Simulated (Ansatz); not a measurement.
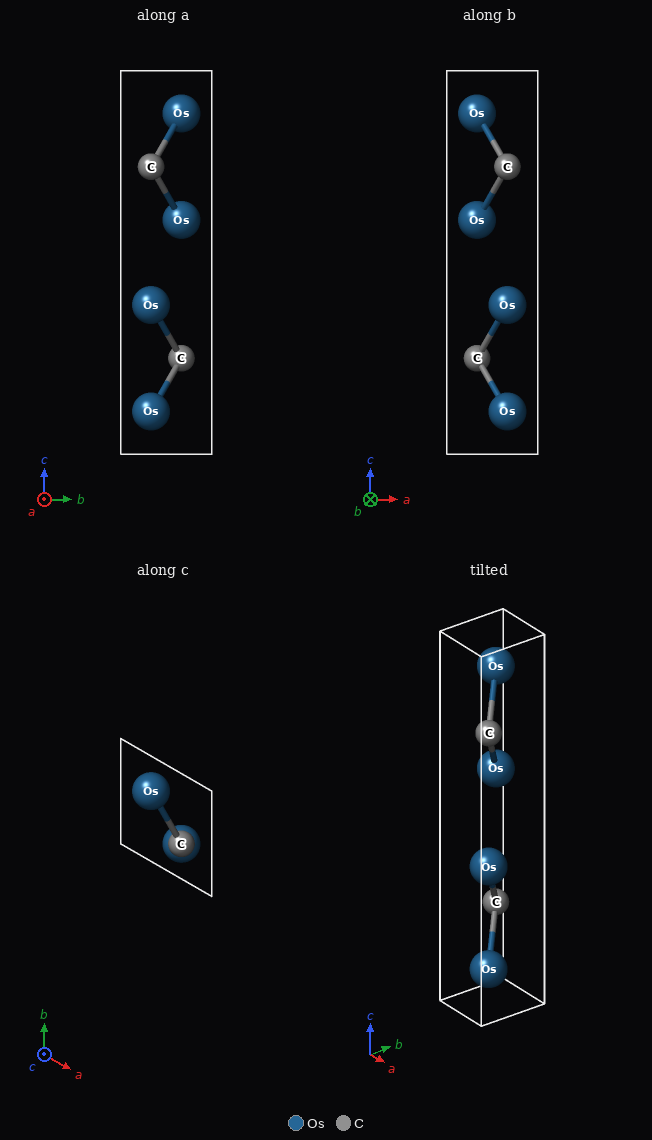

Figure: ball-and-stick view along the a axis, along the b axis, along the c axis and slightly off an axis. One conventional unit cell is framed, with atoms on its boundary repeated.

Lattice parameters: a = 2.7959 Å, b = 2.7959 Å, c = 10.1722 Å, α = 90.000°, β = 90.000°, γ = 120.000°.

Set out the cell and atoms as a CIF in P1 with every atom of the cell, with free fractional coordinates to two decimals.

```cif
data_structure
_symmetry_space_group_name_H-M 'P 1'
_symmetry_Int_Tables_number 1
_cell_length_a 2.7959
_cell_length_b 2.7959
_cell_length_c 10.1722
_cell_angle_alpha 90.000
_cell_angle_beta 90.000
_cell_angle_gamma 120.000
_cell_volume 68.86
loop_
_atom_site_label
_atom_site_type_symbol
_atom_site_fract_x
_atom_site_fract_y
_atom_site_fract_z
_atom_site_occupancy
Os1 Os 0.3333 0.6667 0.61 1
Os2 Os 0.6667 0.3333 0.11 1
Os3 Os 0.3333 0.6667 0.89 1
Os4 Os 0.6667 0.3333 0.39 1
C1 C 0.3333 0.6667 0.25 1
C2 C 0.6667 0.3333 0.75 1
```

The structure comes from a structure type filled with these elements by a generator (whether the compound takes this form wasn't checked). The geometry was optimised with DFT PBE, scalar-relativistic, plane waves, PAW (Ansatz).
